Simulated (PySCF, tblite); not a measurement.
**C₄H₄F₃N₃: a rotation path, then NMR shifts on frames**

Aim: move C₄H₄F₃N₃ (`Cn1cnc(C(F)(F)F)n1`) away from its starting geometry and see how NMR shifts follow the geometry.

The runs use tblite 0.8.0 and PySCF 2.14.0, with density-fitted response routines of our own; the level of theory stands in each step. All values are computed, except where a source is named. Atoms count from 0, in the outputs and in this text.

## 1. The molecule as given

14 atoms, charge 0, multiplicity 1; geometry from: GFN2-xTB.

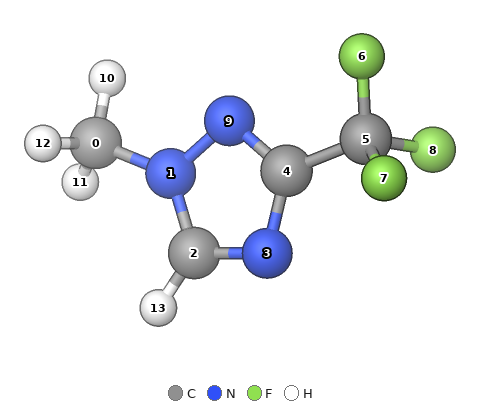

As it starts; carbon grey, nitrogen blue, fluorine green, hydrogen white, atoms numbered.

## 2. The rotation path with GFN2-xTB

Job settings and geometry (Å):

```
{"job": {"kind": "neb", "xc": "GFN2-xTB", "basis": "xTB", "atoms": [3, 4, 5, 7], "turn": 120}, "charge": 0, "multiplicity": 1}
C     -2.280794     0.681780     0.223018
N     -1.012062     0.046305     0.018365
C     -0.731381    -1.225729    -0.313009
N      0.567381    -1.401708    -0.372736
C      1.056009    -0.186268    -0.060419
C      2.513871     0.121326    -0.014047
F      2.766723     1.264489     0.633254
F      3.216554    -0.837418     0.600175
F      3.038329     0.252800    -1.244500
N      0.125228     0.713633     0.179944
H     -2.128247     1.758039     0.177332
H     -2.982432     0.371659    -0.549938
H     -2.683206     0.420019     1.203369
H     -1.466652    -1.979401    -0.502974
```

Method: GFN2-xTB climbing-image nudged elastic band, gas phase.

Launch:

```console
$ OMP_NUM_THREADS=1 python probes_run.py task.json out
```

One launch serves the whole session: the jobs run in the order shown.

Standard output:

```text
image   E - E0 / eV
  0      -0.0000
  1       0.0017
  2       0.0019
  3       0.0018
  4       0.0014
  5       0.0010
  6       0.0007
  7       0.0008
  8       0.0001
```

Wall time 1.7 s (1 thread of AMD EPYC 9R14, shared host); peak memory 0.19 GiB.

The final band, with the dihedral N3–C4–C5–F7:

```tsv
image	dihedral (°)	energy (eV)	energy (kcal/mol)
0	-44	0.000	0.0
1	-29	0.002	0.0
2	-14	0.002	0.0
3	2	0.002	0.0
4	17	0.001	0.0
5	32	0.001	0.0
6	47	0.001	0.0
7	62	0.001	0.0
8	76	0.000	0.0
```

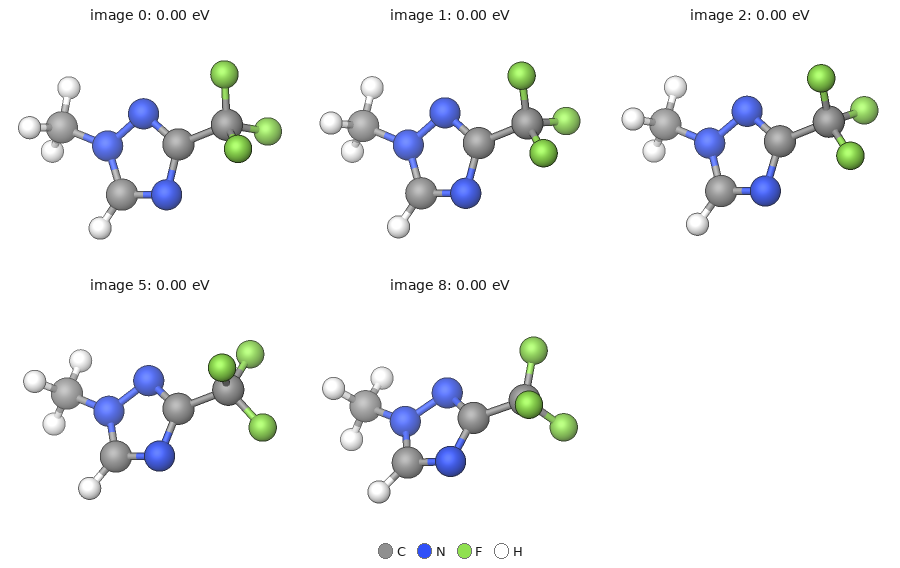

Images along the band.

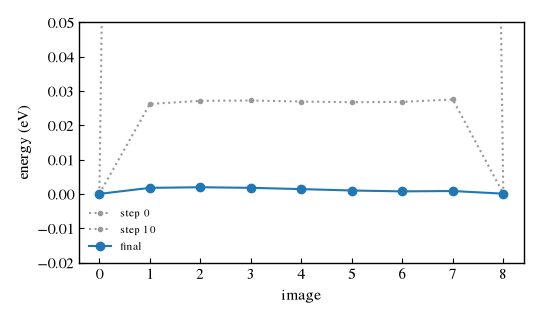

Energy along the band, early and final.

## 3. Nuclear shieldings: image 0, PBE0/pcSseg-1

Job settings and geometry (Å):

```
{"job": {"kind": "nmr", "xc": "PBE0", "basis": "pcSseg-1", "pop": false}, "charge": 0, "multiplicity": 1}
C     -2.280800     0.681800     0.223000
N     -1.012100     0.046300     0.018400
C     -0.731400    -1.225700    -0.313000
N      0.567400    -1.401700    -0.372700
C      1.056000    -0.186300    -0.060400
C      2.513900     0.121300    -0.014000
F      2.766700     1.264500     0.633300
F      3.216600    -0.837400     0.600200
F      3.038300     0.252800    -1.244500
N      0.125200     0.713600     0.179900
H     -2.128200     1.758000     0.177300
H     -2.982400     0.371700    -0.549900
H     -2.683200     0.420000     1.203400
H     -1.466700    -1.979400    -0.503000
```

With the program's defaults for keys left out, this is: GIAO PBE0/pcSseg-1 NMR shielding, non-relativistic, gas phase.

Standard output:

```text
coarse grid: 13272 points
cycle   1  E = -617.6787056214  dE =  2.103e+00  |g| = 9.533e-01  |ddm| = 3.591e+00
cycle   2  E = -617.4953623781  dE =  1.833e-01  |g| = 1.458e+00  |ddm| = 1.317e+00
cycle   3  E = -617.8390376629  dE = -3.437e-01  |g| = 8.958e-02  |ddm| = 7.868e-01
cycle   4  E = -617.8393227363  dE = -2.851e-04  |g| = 7.938e-02  |ddm| = 1.079e-01
cycle   5  E = -617.8406174521  dE = -1.295e-03  |g| = 1.772e-02  |ddm| = 6.420e-02
cycle   6  E = -617.8406748557  dE = -5.740e-05  |g| = 5.632e-03  |ddm| = 1.403e-02
cycle   7  E = -617.8406811316  dE = -6.276e-06  |g| = 1.443e-03  |ddm| = 4.454e-03
final grid: 134112 points
cycle   8  E = -617.9142811881  dE = -5.395e-05  |g| = 6.596e-03  |ddm| = 3.041e-02
cycle   9  E = -617.9142789700  dE =  2.218e-06  |g| = 7.912e-03  |ddm| = 1.065e-02
cycle  10  E = -617.9142906473  dE = -1.168e-05  |g| = 1.020e-03  |ddm| = 5.289e-03
cycle  11  E = -617.9142908214  dE = -1.741e-07  |g| = 2.952e-04  |ddm| = 8.352e-04
cycle  12  E = -617.9142908345  dE = -1.315e-08  |g| = 1.489e-04  |ddm| = 2.595e-04
cycle  13  E = -617.9142908385  dE = -3.921e-09  |g| = 3.073e-05  |ddm| = 1.165e-04
cycle  14  E = -617.9142908387  dE = -1.839e-10  |g| = 1.294e-05  |ddm| = 3.189e-05
converged SCF energy = -617.9142908387

GIAO shielding tensors (ppm)
atom      isotropic    diamagn.    paramagn.     s11        s22        s33       span
  0 C      150.384     244.129     -93.746    129.779    132.432    188.941     59.162
  1 N       33.515     335.663    -302.148    -91.793     67.194    125.143    216.936
  2 C       38.600     253.379    -214.779    -31.196     36.041    110.956    142.153
  3 N      -33.602     331.365    -364.967   -231.588    -93.140    223.922    455.510
  4 C       28.331     262.017    -233.686    -48.305     35.198     98.101    146.407
  5 C       57.877     236.917    -179.040     46.077     58.938     68.616     22.539
  6 F      261.440     471.457    -210.017    182.746    252.635    348.940    166.194
  7 F      250.026     468.690    -218.664    171.848    241.246    336.985    165.137
  8 F      239.024     469.897    -230.873    153.366    231.448    332.258    178.891
  9 N      -79.071     327.516    -406.588   -301.495    -83.135    147.415    448.910
 10 H       27.242      28.776      -1.534     22.128     26.957     32.639     10.511
 11 H       27.739      28.181      -0.442     23.191     26.533     33.494     10.303
 12 H       27.747      28.087      -0.341     23.903     25.176     34.161     10.257
 13 H       23.718      31.473      -7.755     20.419     24.096     26.641      6.222
```

Run time: 23 s. Hardware: 1 thread of AMD EPYC 9R14, shared host; peak memory 0.83 GiB.

Shifts follow as δ = σ(reference) − σ, with reference shieldings (ppm) from runs at the same level and on the same kind of geometry: 1H TMS 31.72, 13C TMS 186.9, 19F CFCl3 170.9, 15N NH3 267.7. The references are single molecules in the gas phase, so shifts against H2O, NH3, PH3, H3PO4 or CFCl3 are not on the usual liquid scales and can be off by tens of ppm. Each atom is listed at this fixed geometry, with no averaging over motion; a spectrum would average atoms that exchange fast.

```tsv
atoms	environment	σ (ppm)	δ (ppm)
C4	substituted aromatic carbon next to a ring nitrogen	28.3	158.6
C2	aromatic CH between two ring heteroatoms	38.6	148.3
C5	CF3 carbon	57.9	129.0
C0	methyl carbon bonded to N	150.4	36.5
H13	hydrogen on an aromatic CH between two ring heteroatoms	23.72	8.00
H10	hydrogen on a methyl carbon bonded to N	27.24	4.48
H11	hydrogen on a methyl carbon bonded to N	27.74	3.98
H12	hydrogen on a methyl carbon bonded to N	27.75	3.97
N9	pyridine-type nitrogen of an azole	-79.1	346.8
N3	pyridine-type nitrogen of an azole	-33.6	301.3
N1	pyrrole-type ring nitrogen	33.5	234.2
F8	fluorine of a CF3 group	239.0	-68.1
F7	fluorine of a CF3 group	250.0	-79.1
F6	fluorine of a CF3 group	261.4	-90.5
```

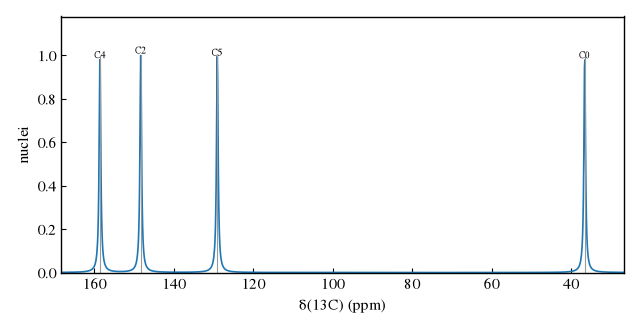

13C lines at the computed shifts, without couplings. Lines are broadened to a width of 0.49 ppm (Lorentzian).

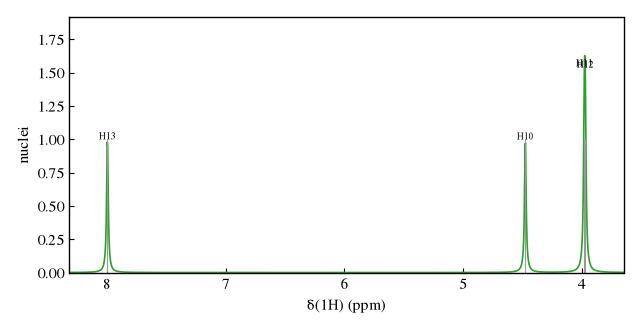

1H lines at the computed shifts, without couplings. Lines are broadened to a width of 0.02 ppm (Lorentzian).

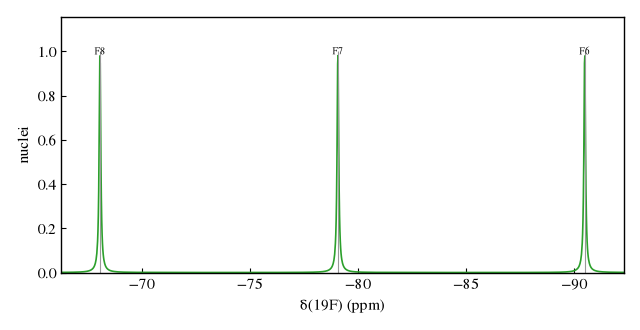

19F lines at the computed shifts, without couplings. Lines are broadened to a width of 0.09 ppm (Lorentzian).

Ring of atoms N1, C2, N3, C4, N9: NICS(0) -13.1, NICS(1) -12.2, NICS(1)zz -31.5 ppm (means of both faces).

Orbitals, density, ELF and potential are computed afterwards from the orbital file.

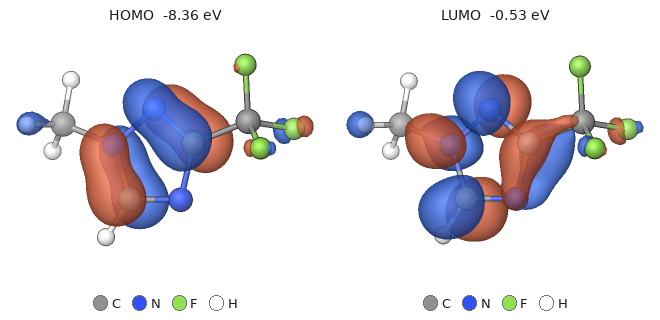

Frontier orbitals at PBE0/pcSseg-1; each surface holds 70 % of the orbital's density, blue and red mark the sign.

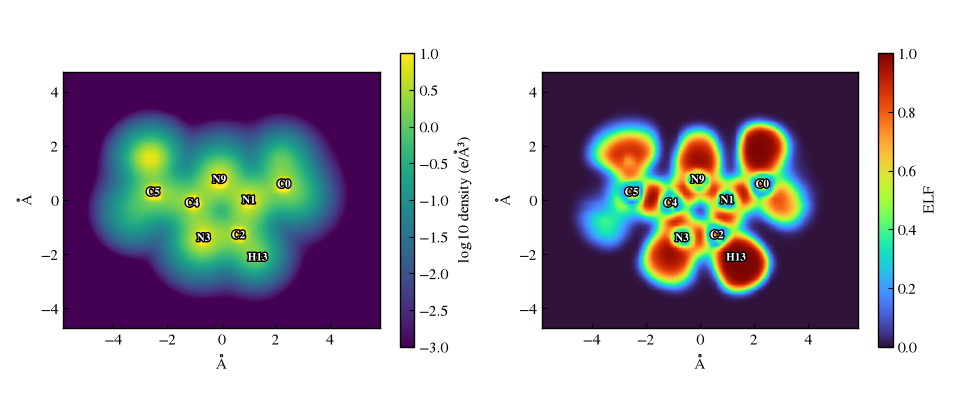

Density (left) and ELF (right) in a plane through or near 8 of the atoms.

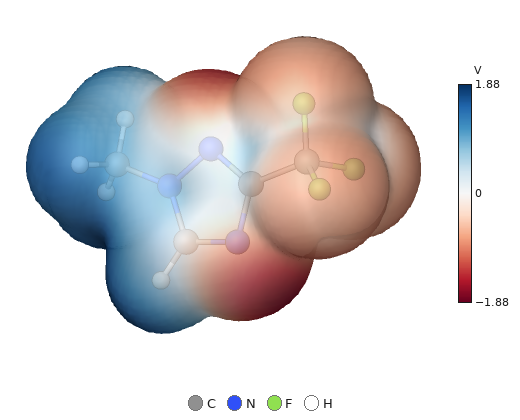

Electrostatic potential on the surface of density 0.002 e/bohr³; red is low, blue high. It runs from -1.58 V near N3 to 1.88 V near H13.

## 4. Nuclear shieldings: image 1, PBE0/pcSseg-1

Job settings and geometry (Å):

```
{"job": {"kind": "nmr", "xc": "PBE0", "basis": "pcSseg-1", "pop": false}, "charge": 0, "multiplicity": 1}
C     -2.278800     0.693700     0.181600
N     -1.014400     0.040300     0.004900
C     -0.730200    -1.249000    -0.246800
N      0.569700    -1.424300    -0.295100
C      1.054400    -0.191100    -0.058200
C      2.510300     0.123100    -0.017200
F      2.780900     1.126200     0.827800
F      3.241100    -0.925300     0.370300
F      2.985400     0.499300    -1.217400
N      0.121100     0.719100     0.125900
H     -2.117100     1.761800     0.051800
H     -2.998700     0.334900    -0.552100
H     -2.665100     0.511100     1.186600
H     -1.459400    -2.020300    -0.384200
```

Level: GIAO PBE0/pcSseg-1 NMR shielding, non-relativistic, gas phase.

Standard output:

```text
coarse grid: 13272 points
cycle   1  E = -617.6785231633  dE =  2.105e+00  |g| = 9.537e-01  |ddm| = 3.586e+00
cycle   2  E = -617.4951696072  dE =  1.834e-01  |g| = 1.458e+00  |ddm| = 1.317e+00
cycle   3  E = -617.8389669791  dE = -3.438e-01  |g| = 8.946e-02  |ddm| = 7.880e-01
cycle   4  E = -617.8392529544  dE = -2.860e-04  |g| = 7.922e-02  |ddm| = 1.075e-01
cycle   5  E = -617.8405420990  dE = -1.289e-03  |g| = 1.769e-02  |ddm| = 6.397e-02
cycle   6  E = -617.8405992496  dE = -5.715e-05  |g| = 5.665e-03  |ddm| = 1.405e-02
cycle   7  E = -617.8406055960  dE = -6.346e-06  |g| = 1.447e-03  |ddm| = 4.481e-03
final grid: 134112 points
cycle   8  E = -617.9139702686  dE = -5.300e-05  |g| = 6.485e-03  |ddm| = 3.055e-02
cycle   9  E = -617.9139683002  dE =  1.968e-06  |g| = 7.684e-03  |ddm| = 1.042e-02
cycle  10  E = -617.9139795209  dE = -1.122e-05  |g| = 1.052e-03  |ddm| = 5.187e-03
cycle  11  E = -617.9139797060  dE = -1.851e-07  |g| = 3.035e-04  |ddm| = 8.642e-04
cycle  12  E = -617.9139797200  dE = -1.400e-08  |g| = 1.507e-04  |ddm| = 2.553e-04
cycle  13  E = -617.9139797239  dE = -3.917e-09  |g| = 2.865e-05  |ddm| = 1.107e-04
cycle  14  E = -617.9139797241  dE = -1.739e-10  |g| = 1.062e-05  |ddm| = 3.137e-05
converged SCF energy = -617.9139797241

GIAO shielding tensors (ppm)
atom      isotropic    diamagn.    paramagn.     s11        s22        s33       span
  0 C      150.132     244.146     -94.014    129.515    132.094    188.787     59.272
  1 N       32.078     335.637    -303.559    -93.482     65.691    124.024    217.505
  2 C       39.330     253.294    -213.964    -30.044     36.218    111.816    141.860
  3 N      -34.294     331.212    -365.506   -231.359    -93.639    222.114    453.472
  4 C       28.185     262.014    -233.829    -48.866     35.029     98.393    147.259
  5 C       57.904     236.909    -179.005     45.924     58.765     69.023     23.100
  6 F      254.359     471.632    -217.273    177.064    242.532    343.480    166.416
  7 F      255.717     468.261    -212.544    179.671    247.237    340.244    160.573
  8 F      237.974     470.285    -232.311    151.508    230.068    332.347    180.838
  9 N      -79.348     327.753    -407.101   -302.800    -82.861    147.617    450.417
 10 H       27.210      28.795      -1.585     22.056     26.974     32.600     10.545
 11 H       27.741      28.148      -0.407     23.233     26.521     33.469     10.236
 12 H       27.732      28.095      -0.363     23.959     25.094     34.144     10.185
 13 H       23.742      31.418      -7.676     20.432     24.163     26.630      6.198
```

Wall time 17 s (1 thread of AMD EPYC 9R14, shared host); peak memory 0.84 GiB.

In short: δ C4 158.7, C2 147.6, C5 129.0, C0 36.8, H13 7.98, H10 4.51 ppm.

[end of part 1 of 2]
